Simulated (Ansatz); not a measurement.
**B2H6 at FCI/STO-3G**

What is the energy change on altering one bond length of B2H6 at FCI/STO-3G? 

Program for the calculation: Ansatz 0.2.0.

29 further runs of the same task are left out: 29 set aside as unsound or not needed.

## (1) Starting point

B2H6 has 8 atoms, charge 0, and is taken as a singlet. The coordinates come from a GFN2-xTB relaxation.

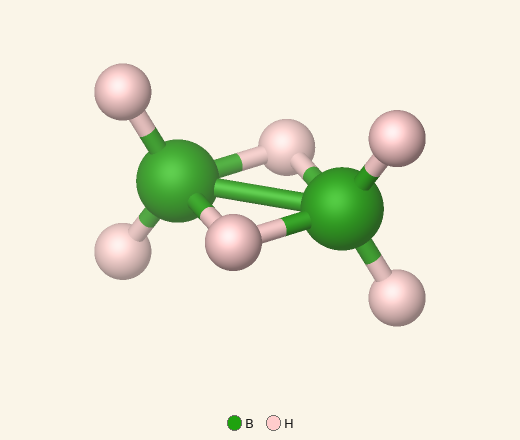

The structure, seen from a chosen angle (boron green, hydrogen pink).

## (2) A single-point energy at FCI/STO-3G

job.yaml

```yaml
crystal:
  periodic: [false, false, false]
  atoms:
    - {symbol: B, position_ang: [0.512330, -0.651880, 0.361590]}
    - {symbol: H, position_ang: [1.348300, -1.184480, -0.267850]}
    - {symbol: H, position_ang: [0.361730, -0.994490, 1.474260]}
    - {symbol: H, position_ang: [0.629670, 0.651070, 0.285640]}
    - {symbol: B, position_ang: [-0.512660, 0.652050, -0.361420]}
    - {symbol: H, position_ang: [-1.347930, 1.185240, 0.267880]}
    - {symbol: H, position_ang: [-0.360500, 0.994270, -1.473760]}
    - {symbol: H, position_ang: [-0.630940, -0.651780, -0.286340]}
basis:
  gaussian:
    orbitals: STO-3G
total_charge: 0
magnetization:
  spin_polarized: false
correlation:
  method: fci
  frozen_orbitals: {B: 1, H: 0}
accuracy: high
```

Run with:

```console
$ ansatz run job.yaml --threads 1 --pin off --max-ram 2610MiB --events-out events.jsonl --progress --plain --runs-dir runs
```

Output:

```text
Warning: RAYON_NUM_THREADS=1 ignored (pool sized by the plan → 1); use --threads N
Functional definition: HF
  name "HF"
  exchange = exact_x
  correlation = 0
272 factors; integrals over basis functions are off by at most 1.5e-8 eV
mean field evaluation 1: about -1418.3453 eV, gradient 1.5e1 eV
mean field evaluation 2: about -1418.3811 eV, gradient 1.5e1 eV
mean field evaluation 4: about -1419.4380 eV, gradient 4.9e-1 eV
mean field evaluation 8: about -1419.4386 eV, gradient 6.7e-7 eV
mean field -1419.43858531 eV, -52.1634058800 hartree, gradient 5.8e-8 eV, S^2 0.000000; 0 other end points of the search recorded, 0 dependent functions left out
2 core orbitals not correlated: weight in the atoms' cores, before any rotation towards them, 1.000 or more for the frozen orbitals, at most 0.000 for the correlated occupied ones
reference -1419.43858531 eV, -52.1634058800 hartree; 6, 6 occupied and 8, 8 virtual orbitals, 272 factors
state -1422.74638312 eV, -52.2849652074 hartree
Total energy: -1422.74638312 eV, -52.2849652074 hartree
```

Run time: 41 s. Hardware: 1 thread of Arm Neoverse V2, shared host; peak memory 0.72 GiB.

## (3) The distorted shape at the same level

input.yaml

```yaml
crystal:
  periodic: [false, false, false]
  atoms:
    - symbol: B
      position_ang: [0.549979, -0.566229, 0.083427]
    - symbol: H
      position_ang: [1.385949, -1.098829, -0.546013]
    - symbol: H
      position_ang: [0.361730, -0.994490, 1.474260]
    - symbol: H
      position_ang: [0.667319, 0.736721, 0.007477]
    - symbol: B
      position_ang: [-0.475011, 0.737701, -0.639583]
    - symbol: H
      position_ang: [-1.310281, 1.270891, -0.010283]
    - symbol: H
      position_ang: [-0.322851, 1.079921, -1.751923]
    - symbol: H
      position_ang: [-0.593291, -0.566129, -0.564503]
basis:
  gaussian:
    orbitals: STO-3G
correlation:
  method: fci
  frozen_orbitals: {B: 1, H: 0}
accuracy: high
```

Run with:

```console
$ ansatz run input.yaml --threads 1 --pin off --max-ram 2610MiB --events-out events.jsonl --progress --plain --runs-dir runs
```

Output:

```text
Warning: RAYON_NUM_THREADS=1 ignored (pool sized by the plan → 1); use --threads N
[... 4 set-up lines as earlier in the session ...]
273 factors; integrals over basis functions are off by at most 3.3e-8 eV
mean field evaluation 1: about -1416.9352 eV, gradient 1.6e1 eV
mean field evaluation 2: about -1416.9641 eV, gradient 1.6e1 eV
mean field evaluation 4: about -1418.2312 eV, gradient 7.2e-1 eV
mean field evaluation 8: about -1418.2329 eV, gradient 1.6e-6 eV
mean field -1418.23291147 eV, -52.1190981836 hartree, gradient 8.6e-8 eV, S^2 0.000000; 0 other end points of the search recorded, 0 dependent functions left out
2 core orbitals not correlated: weight in the atoms' cores, before any rotation towards them, 1.000 or more for the frozen orbitals, at most 0.000 for the correlated occupied ones
reference -1418.23291147 eV, -52.1190981836 hartree; 6, 6 occupied and 8, 8 virtual orbitals, 273 factors
state -1421.86575748 eV, -52.2526028123 hartree
Total energy: -1421.86575748 eV, -52.2526028123 hartree
```

Run time: 42 s. Hardware: 1 thread of Arm Neoverse V2, shared host; peak memory 0.72 GiB.

## (4) What came out

Level: FCI/STO-3G, 2 core orbitals frozen.

| quantity | value |
| --- | --- |
| first shape: total energy | -52.28497 Eh |
| first shape: correlation energy (2 core orbitals frozen) | -121.6 mEh |
| distorted shape: total energy | -52.25260 Eh |
| distorted shape: correlation energy (2 core orbitals frozen) | -133.5 mEh |
| energy change with the B1–H3 bond stretched from 1.174 to 1.467 Å | 0.881 eV |

In words: With the B1–H3 bond stretched from 1.174 to 1.467 Å the energy rises by 0.88 eV (85.0 kJ/mol). The first shape isn't relaxed at this level, so the change isn't measured from a minimum. The minimal basis adds a large error of its own.
